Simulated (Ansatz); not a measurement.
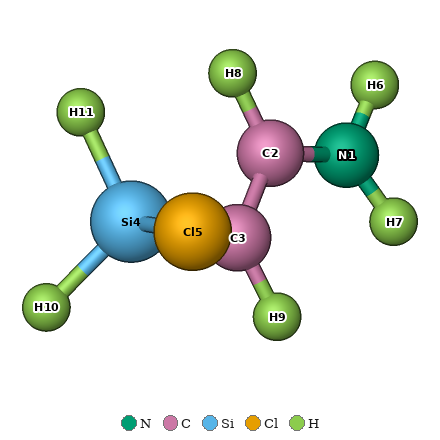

The system is C₂H₆ClNSi, SMILES NC=C[SiH2]Cl; the picture shows the reference structure. 
- Coordinates scanned: (1) dihedral N1–C2–C3–Si4; (2) dihedral H6–N1–C2–C3.
- Nothing is relaxed (all other coordinates rigid).
- Grid: 10 × 10 points.
- Points are written as (first, second).
- All energies are given in eV relative to the lowest grid point.
- Energies and slopes of some neighbouring points disagree (a jump in structure or state, or too coarse a mesh). The dihedral twists a double bond; near 90° a spin-restricted reference is unreliable.
- All numbers below come from Ansatz, RKS B3LYP-D4/def2-SVP.

Its coordinates:

```xyz
11

N    -1.0682    0.9327    1.7326
C    -0.6208    0.1196    0.7338
C     0.2931    0.4226   -0.2236
Si    0.7512   -0.7820   -1.5260
Cl    2.7063   -1.5142   -1.2826
H    -1.6130    0.5488    2.4919
H    -0.6059    1.8163    1.9083
H    -1.1053   -0.8653    0.7312
H     0.7719    1.4102   -0.1955
H     0.7277   -0.1946   -2.8943
H    -0.1716   -1.9510   -1.4550
```

Range: dihedral N1–C2–C3–Si4 from −180 to 144°; dihedral H6–N1–C2–C3 from −180 to 144°.

### What landscape does the calculation give?

The lowest grid point is at (−180°, 0°). Other grid points that lie below all their neighbours: (−180°, −180°) (0.009 eV higher); (0°, 0°) (0.10 eV higher); (0°, −180°) (0.11 eV higher). The highest grid point, (108°, 108°), lies 3.22 eV above the lowest.

```tsv
dihedral H6–N1–C2–C3 ↓, dihedral N1–C2–C3–Si4 →	−180	−144	−108	−72	−36	0	36	72	108	144
144	0.35	0.96	2.49	2.33	0.85	0.42	1.01	2.50	2.41	0.89
108	0.76	1.40	3.20	3.18	1.37	0.76	1.38	3.21	3.22	1.41
72	0.57	1.11	2.72	2.98	1.30	0.59	1.01	2.63	2.97	1.26
36	0.13	0.62	1.98	2.07	0.76	0.21	0.56	1.89	2.10	0.71
0	0.00	0.55	1.88	1.71	0.49	0.10	0.57	1.83	1.78	0.48
−36	0.33	0.96	2.51	2.23	0.80	0.40	1.01	2.52	2.32	0.83
−72	0.76	1.40	3.19	3.13	1.37	0.78	1.38	3.18	3.18	1.40
−108	0.56	1.07	2.65	2.99	1.31	0.60	0.97	2.54	2.97	1.26
−144	0.10	0.54	1.87	2.13	0.78	0.19	0.49	1.76	2.14	0.72
−180	0.01	0.50	1.80	1.82	0.56	0.11	0.52	1.73	1.88	0.55
```

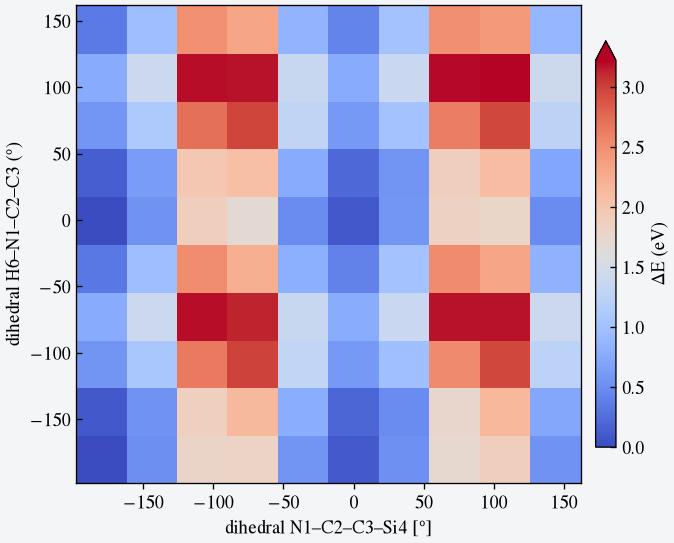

Drawn: one coloured cell a grid point, one colour for all values above the top of the scale.

The whole map (100 points run) took 9.8 min on 1 thread of Arm Neoverse V2, with other jobs on the host.
